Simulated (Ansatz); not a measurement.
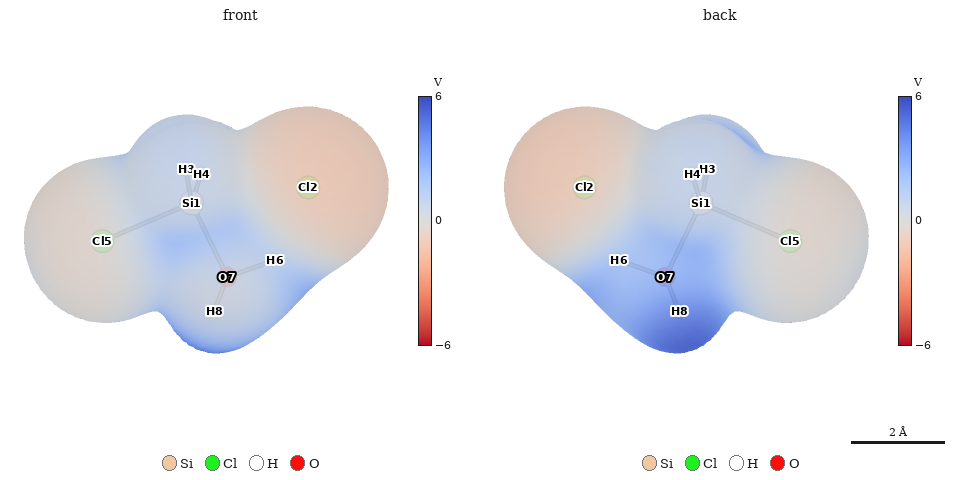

*ClH$_{4}$OSi···Cl. The electrostatic potential painted on the density surface at 0.004 e/bohr³, seen from the front and from behind; red is negative and blue positive.*

A transition-state structure; geometry: PBE0-D4/def2-TZVP.

Level of theory: RKS PBE0-D4/def2-TZVPP (Ansatz).

```xyz
8

Si    0.1238    0.3597   -0.5959
Cl   -0.0266   -2.1772   -0.5118
H     1.4503    0.1729   -1.1851
H    -1.1373    0.2507   -1.3341
Cl    0.1146    2.4055   -0.1128
H    -0.1047   -1.1958    0.9066
O     0.0698   -0.1530    1.1086
H    -0.4898    0.3371    1.7246
```

Q: Where is the surface potential most negative and most positive?

A: The most negative region (about −1.1 V) lies over Cl2, the most positive (about +5.1 V) over H8. Cl5 shows a σ-hole: about +0.3 V at the tip opposite its bond, against about −0.1 V on its flanks.
